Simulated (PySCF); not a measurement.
**[HfO(OH)3]−: forces at shaken geometries**

How stiff is [HfO(OH)3]−? Its atoms are displaced at random by several amounts. It is a constructed species; whether it can be made isn't addressed.

The runs use PySCF 2.14.0; PBE, Hf def2-SVP with ECP60, O def2-SVP, H def2-SVP; scalar-relativistic core potentials, no spin–orbit coupling.

2 further runs of the same task are left out: 1 for a known fault of the program, 1 that didn't finish.

**1. The system as given**

8 atoms, charge -1, spin multiplicity 1.

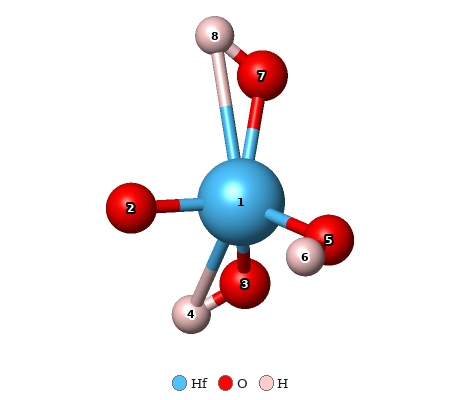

The geometry (hafnium blue, oxygen red, hydrogen pink); atoms are numbered from 1 in the order of the file.

As a file:

```xyz
8
H3HfO4
Hf   -0.37099    0.00000    0.11484
O     0.53898    0.00000    1.70703
O     0.17536    1.68650   -0.91377
H     0.81921    2.26354   -0.46953
O    -2.38179    0.00000    0.51304
H    -2.64879    0.00000    1.44740
O     0.17536   -1.68650   -0.91377
H     0.81921   -2.26354   -0.46953
```

Formal oxidation states: Hf +4. An earlier session relaxed this geometry at PBE, Hf def2-SVP with ECP60, O def2-SVP, H def2-SVP (singlet, point group Cs).

Its energy there is -350.481790 Eh.

**2. Atoms moved at random, σ = 0.03 Å**

File run.py (the lines that set the calculation):

```python
mol = gto.M(atom='''
Hf    -0.40075     0.02461     0.08517
O      0.59479    -0.04033     1.68784
O      0.14758     1.68576    -0.87993
H      0.81601     2.27656    -0.44191
O     -2.42909    -0.02558     0.51411
H     -2.64608     0.02621     1.46926
O      0.23199    -1.68488    -0.97138
H      0.81210    -2.26235    -0.44744''',
    basis={'Hf': 'def2-SVP', 'O': 'def2-SVP', 'H': 'def2-SVP'},
    ecp={'Hf': 'def2-SVP'},
    charge=-1, spin=0)
mf = dft.RKS(mol, xc='PBE')
mf.grids.atom_grid = (50, 194)
mf = mf.density_fit()  # fitting sets: Hf def2-universal-JKFIT, O def2-universal-JKFIT, H def2-universal-JKFIT
mf.conv_tol = 1e-08; mf.max_cycle = 55
mf.kernel(dm0)  # dm0: the density of the relaxed state
```

On the command line:

```bash
$ OMP_NUM_THREADS=2 python run.py
```

Standard output:

```text
init E= -350.448190083626
  HOMO = -0.0468942477030666  LUMO = 0.114224722956568  gap/eV = 4.38427
cycle= 1 E= -350.474046622613  delta_E= -0.0259  |g|= 0.109  |ddm|= 0.305
  HOMO = 0.000795512802074599  LUMO = 0.124897776732215  gap/eV = 3.37699
cycle= 2 E= -350.435243109271  delta_E= 0.0388  |g|= 0.444  |ddm|= 0.423
  HOMO = -0.0259524818641019  LUMO = 0.125577725753075  gap/eV = 4.12335
cycle= 3 E= -350.475989436043  delta_E= -0.0407  |g|= 0.0639  |ddm|= 0.339
  HOMO = -0.0235180293740648  LUMO = 0.12535596280782  gap/eV = 4.05107
cycle= 4 E= -350.47677694325  delta_E= -0.000788  |g|= 0.0219  |ddm|= 0.0603
  HOMO = -0.0253031778894336  LUMO = 0.125131406752732  gap/eV = 4.09353
cycle= 5 E= -350.476870570856  delta_E= -9.36e-05  |g|= 0.00397  |ddm|= 0.0164
  HOMO = -0.0252383696546266  LUMO = 0.125175202951695  gap/eV = 4.09296
cycle= 6 E= -350.476873900424  delta_E= -3.33e-06  |g|= 0.00112  |ddm|= 0.00369
  HOMO = -0.0253294746392127  LUMO = 0.125155355394977  gap/eV = 4.09490
cycle= 7 E= -350.476874121361  delta_E= -2.21e-07  |g|= 0.000525  |ddm|= 0.00109
  HOMO = -0.0253621196114979  LUMO = 0.125146906723  gap/eV = 4.09556
cycle= 8 E= -350.476874175794  delta_E= -5.44e-08  |g|= 9.2e-05  |ddm|= 0.000402
  HOMO = -0.0253592826077674  LUMO = 0.125148557456843  gap/eV = 4.09553
cycle= 9 E= -350.476874177997  delta_E= -2.2e-09  |g|= 1.97e-05  |ddm|= 0.000107
  HOMO = -0.025364236363196  LUMO = 0.125148245285665  gap/eV = 4.09565
Extra cycle  E= -350.476874177434  delta_E= 5.63e-10  |g|= 5.54e-05  |ddm|= 5.47e-05
converged SCF energy = -350.476874177434
```

Run time: 3.8 s. Hardware: 2 threads of Intel Xeon 6975P-C (Granite Rapids), shared host.

Read off: E = -350.476874 Eh (+0.134 eV from the relaxed state), HOMO -0.69 eV, LUMO 3.41 eV, Mulliken charge on Hf1 +0.41 e, largest force component 1.785 eV/Å. 

```csv
atom,Fx,Fy,Fz (eV/Å)
Hf1,0.967,-1.785,1.529
O2,-1.060,0.209,-1.398
O3,0.817,1.316,0.057
H4,-0.681,-0.631,-0.465
O5,0.297,0.128,0.310
H6,0.077,-0.054,-0.376
O7,-0.449,0.773,0.286
H8,0.033,0.045,0.057
```

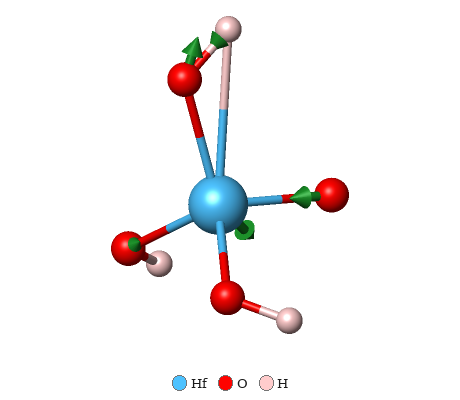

Forces as arrows, the longest for the largest force.

**3. Atoms moved at random, σ = 0.1 Å**

File run.py (the lines that set the calculation):

```python
mol = gto.M(atom='''
Hf    -0.45906     0.14697    -0.06817
O      0.53615     0.16094     1.76561
O      0.33024     1.63066    -0.82999
H      0.55409     2.21693    -0.42889
O     -2.48178    -0.15953     0.43269
H     -2.59996     0.03985     1.35116
O      0.38062    -1.66803    -0.77339
H      0.86625    -2.36780    -0.43331''',
    basis={'Hf': 'def2-SVP', 'O': 'def2-SVP', 'H': 'def2-SVP'},
    ecp={'Hf': 'def2-SVP'},
    charge=-1, spin=0)
mf = dft.RKS(mol, xc='PBE')
mf.grids.atom_grid = (50, 194)
mf = mf.density_fit()  # fitting sets: Hf def2-universal-JKFIT, O def2-universal-JKFIT, H def2-universal-JKFIT
mf.conv_tol = 1e-08; mf.max_cycle = 55
mf.kernel(dm0)  # dm0: the density of the relaxed state
```

On the command line:

```bash
$ OMP_NUM_THREADS=2 python run.py
```

Standard output:

```text
init E= -350.348850773196
  HOMO = -0.0700954390762183  LUMO = 0.0714855125251468  gap/eV = 3.85261
cycle= 1 E= -350.297804942805  delta_E= 0.051  |g|= 0.364  |ddm|=  1.2
  HOMO = 0.101461446014033  LUMO = 0.127469703755089  gap/eV = 0.70772
cycle= 2 E= -348.677914830083  delta_E= 1.62  |g|= 2.64  |ddm|= 2.43
  HOMO = 0.0183654557776716  LUMO = 0.120506702923446  gap/eV = 2.77940
cycle= 3 E= -350.314243658947  delta_E= -1.64  |g|= 0.275  |ddm|= 2.15
  HOMO = 0.0187590669023157  LUMO = 0.113081098290362  gap/eV = 2.56663
cycle= 4 E= -350.323013685849  delta_E= -0.00877  |g|= 0.179  |ddm|= 0.315
  HOMO = 0.0112134723509056  LUMO = 0.111872976813448  gap/eV = 2.73908
cycle= 5 E= -350.329066677406  delta_E= -0.00605  |g|= 0.0517  |ddm|= 0.122
  HOMO = 0.0117164113853003  LUMO = 0.112847251940014  gap/eV = 2.75191
cycle= 6 E= -350.329644099528  delta_E= -0.000577  |g|= 0.0191  |ddm|= 0.0358
  HOMO = 0.0106295323420014  LUMO = 0.112946683657885  gap/eV = 2.78419
cycle= 7 E= -350.32972522838  delta_E= -8.11e-05  |g|= 0.00694  |ddm|= 0.0154
  HOMO = 0.00992678533978076  LUMO = 0.112846599452361  gap/eV = 2.80059
cycle= 8 E= -350.329735737891  delta_E= -1.05e-05  |g|= 0.00147  |ddm|= 0.00722
  HOMO = 0.0100589361171557  LUMO = 0.112862044471157  gap/eV = 2.79742
cycle= 9 E= -350.32973622732  delta_E= -4.89e-07  |g|= 0.000628  |ddm|= 0.00164
  HOMO = 0.0100812656998936  LUMO = 0.112858139705708  gap/eV = 2.79670
cycle= 10 E= -350.329736309756  delta_E= -8.24e-08  |g|= 0.000196  |ddm|= 0.000531
  HOMO = 0.0100905020855922  LUMO = 0.112856795276873  gap/eV = 2.79641
cycle= 11 E= -350.329736318762  delta_E= -9.01e-09  |g|= 3.41e-05  |ddm|= 0.000189
  HOMO = 0.0100787898924792  LUMO = 0.11285632027387  gap/eV = 2.79672
Extra cycle  E= -350.329736312001  delta_E= 6.76e-09  |g|= 0.000177  |ddm|= 0.00016
converged SCF energy = -350.329736312001
```

Run time: 4.1 s. Hardware: 2 threads of Intel Xeon 6975P-C (Granite Rapids), shared host.

It gives: E = -350.329736 Eh (+4.138 eV from the relaxed state), HOMO 0.27 eV, LUMO 3.07 eV, Mulliken charge on Hf1 +0.35 e, largest force component 21.171 eV/Å. The highest filled level lies above zero; it isn't the detachment energy.

```
atom      Fx       Fy  Fz (eV/Å)
 Hf1   1.349   -7.156      6.861
  O2  -2.695    0.409     -4.128
  O3  -6.669  -16.692    -16.306
  H4   8.409   21.171     14.053
  O5   0.840    0.352     -1.808
  H6  -0.244    0.215      1.436
  O7  -2.594    3.775     -1.538
  H8   1.603   -2.074      1.431
```

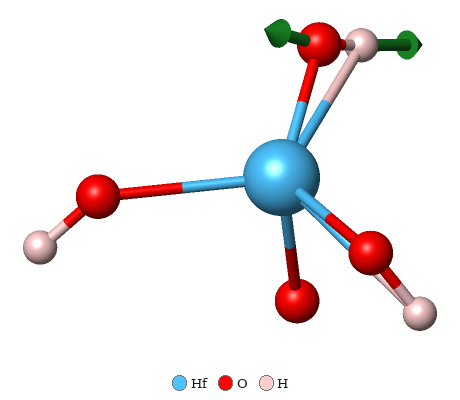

Forces as arrows, the longest for the largest force.

**4. Atoms moved at random, σ = 0.15 Å**

File run.py (the lines that set the calculation):

```python
mol = gto.M(atom='''
Hf    -0.31649    -0.10452     0.24536
O      0.36479    -0.12770     1.54262
O      0.18566     2.02004    -0.79068
H      0.63274     2.37047    -0.48143
O     -2.30254    -0.16602     0.48230
H     -2.54062     0.00830     1.44664
O      0.25702    -1.79715    -0.86471
H      0.84600    -2.20343    -0.56437''',
    basis={'Hf': 'def2-SVP', 'O': 'def2-SVP', 'H': 'def2-SVP'},
    ecp={'Hf': 'def2-SVP'},
    charge=-1, spin=0)
mf = dft.RKS(mol, xc='PBE')
mf.grids.atom_grid = (50, 194)
mf = mf.density_fit()  # fitting sets: Hf def2-universal-JKFIT, O def2-universal-JKFIT, H def2-universal-JKFIT
mf.conv_tol = 1e-08; mf.max_cycle = 55
mf.kernel(dm0)  # dm0: the density of the relaxed state
```

On the command line:

```bash
$ OMP_NUM_THREADS=2 python run.py
```

Standard output:

```text
init E= -350.258598424274
  HOMO = -0.0499351669785957  LUMO = 0.130948443837006  gap/eV = 4.92209
cycle= 1 E= -349.925946225478  delta_E= 0.333  |g|= 0.597  |ddm|= 1.61
  HOMO = 0.0992300214772191  LUMO = 0.122876877717903  gap/eV = 0.64346
cycle= 2 E= -349.254450505698  delta_E= 0.671  |g|= 1.84  |ddm|= 2.31
  HOMO = -0.0371707018431702  LUMO = 0.127470596489889  gap/eV = 4.48012
cycle= 3 E= -349.976507413651  delta_E= -0.722  |g|= 0.342  |ddm|= 1.87
  HOMO = -0.00380939293729297  LUMO = 0.128037520080124  gap/eV = 3.58774
cycle= 4 E= -349.996813281176  delta_E= -0.0203  |g|= 0.194  |ddm|= 0.459
  HOMO = -0.012374528682764  LUMO = 0.127353235302984  gap/eV = 3.80219
cycle= 5 E= -350.003148971139  delta_E= -0.00634  |g|= 0.051  |ddm|= 0.151
  HOMO = -0.00995826908378738  LUMO = 0.128422456507337  gap/eV = 3.76553
cycle= 6 E= -350.003599094892  delta_E= -0.00045  |g|= 0.02  |ddm|= 0.0535
  HOMO = -0.0108492465920039  LUMO = 0.128592215236768  gap/eV = 3.79440
cycle= 7 E= -350.003680357155  delta_E= -8.13e-05  |g|= 0.00689  |ddm|= 0.0164
  HOMO = -0.0118617483236333  LUMO = 0.128538130377532  gap/eV = 3.82048
cycle= 8 E= -350.003690678796  delta_E= -1.03e-05  |g|= 0.00188  |ddm|= 0.00603
  HOMO = -0.012095939664702  LUMO = 0.128565505983822  gap/eV = 3.82759
cycle= 9 E= -350.003691403246  delta_E= -7.24e-07  |g|= 0.000861  |ddm|= 0.00212
  HOMO = -0.0121197419214106  LUMO = 0.128559415069788  gap/eV = 3.82807
cycle= 10 E= -350.003691546041  delta_E= -1.43e-07  |g|= 0.00018  |ddm|= 0.000748
  HOMO = -0.0121097424801322  LUMO = 0.128555168565359  gap/eV = 3.82769
cycle= 11 E= -350.003691553537  delta_E= -7.5e-09  |g|= 2.52e-05  |ddm|= 0.000181
  HOMO = -0.0120999992199584  LUMO = 0.128556425864286  gap/eV = 3.82746
Extra cycle  E= -350.003691553267  delta_E= 2.7e-10  |g|= 4.5e-05  |ddm|= 6.41e-05
converged SCF energy = -350.003691553267
```

It took 3.9 s on 2 threads of Intel Xeon 6975P-C (Granite Rapids), shared host.

Read off: E = -350.003692 Eh (+13.010 eV from the relaxed state), HOMO -0.33 eV, LUMO 3.50 eV, Mulliken charge on Hf1 +0.19 e, largest force component 40.901 eV/Å. 

```
atom       Fx       Fy  Fz (eV/Å)
 Hf1  -13.088    2.659    -30.927
  O2   14.620   -0.681     28.419
  O3  -40.901  -33.991    -26.901
  H4   40.567   31.881     28.075
  O5   -1.497    0.251      2.244
  H6    0.086   -0.308     -1.418
  O7  -15.182   11.043     -7.194
  H8   15.395  -10.854      7.701
```

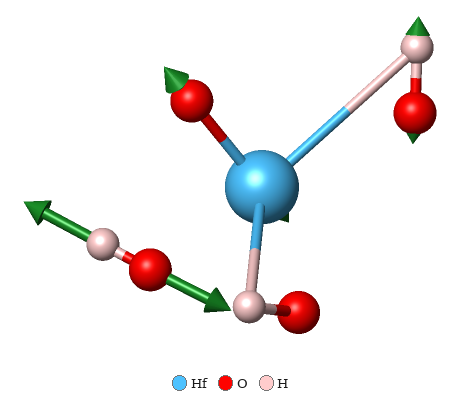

Forces as arrows, the longest for the largest force.

**5. Results**

| σ (Å) | energy rise (eV) | harmonic estimate −½ F·u (eV) | largest force component (eV/Å) |
| --- | --- | --- | --- |
| 0.03 | 0.134 | 0.133 | 1.78 |
| 0.1 | 4.138 | 3.589 | 21.17 |
| 0.15 | 13.010 | 17.863 | 40.90 |

Every displacement raises the energy. For a harmonic well the rise equals −½ F·u; the two differ by at most 37 % here (a move with σ = 0.15 Å), from anharmonicity, the grid and the small forces left at the relaxed point. The bases are small and lack diffuse functions. Spin–orbit coupling is left out.
